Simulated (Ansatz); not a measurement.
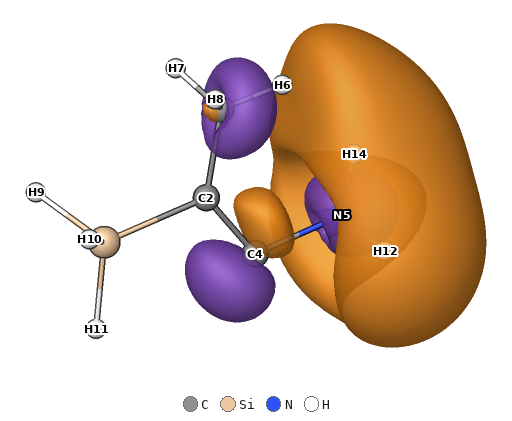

*C3H9NSi. The LUMO at ±0.08 Å⁻³ᐟ² (orange and purple are the two phases), seen at a tilt.*

The calculation used RKS PBE-D4/def2-SVP in Ansatz 0.2.0.

```xyz
14

C    -0.6258    0.4014    1.2596
C     0.1447   -0.1110    0.0557
Si    1.2716   -1.5908    0.3233
C     0.1869    0.3201   -1.2375
N    -0.7590    1.5762   -1.4420
H    -1.2913    1.2741    1.0580
H    -1.2779   -0.3886    1.6908
H     0.0592    0.7181    2.0762
H     0.5007   -2.7604    0.9025
H     2.3440   -1.2787    1.3475
H     1.9334   -2.0324   -0.9485
H    -0.1692    2.3396   -1.8071
H    -1.4140    1.3413   -2.2034
H    -1.3202    1.9572   -0.6350
```

### What is the character of this orbital?

Its weight (Hirshfeld) is mainly on H14 (about 20 %), N5 (about 20 %), H12 (about 15 %), H13 (about 15 %), H6 (about 5 %) and C4 (about 5 %). Its energy is −0.62 eV.
